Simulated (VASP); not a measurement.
Band structure of KF (relaxed from the zinc blende structure, space group F-43m). Calculation: r2SCAN meta-GGA, VASP's PBE PAW potentials (set 64) (plane waves; VASP).

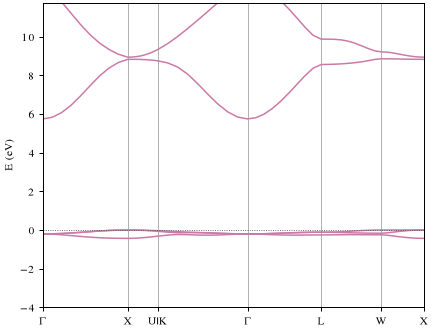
Bands along high-symmetry lines, zero at the valence-band maximum or, without a gap, the Fermi level

Q: Read the plot: is there a gap, and where are the band edges?

A: The gap is indirect, 5.75 eV, from the valence maximum at W to the conduction minimum at Γ.

The structure was generated: KF was put into the zinc blende type (F-43m), which need not be its known phase. It was relaxed first, which changed the volume by -7 %.
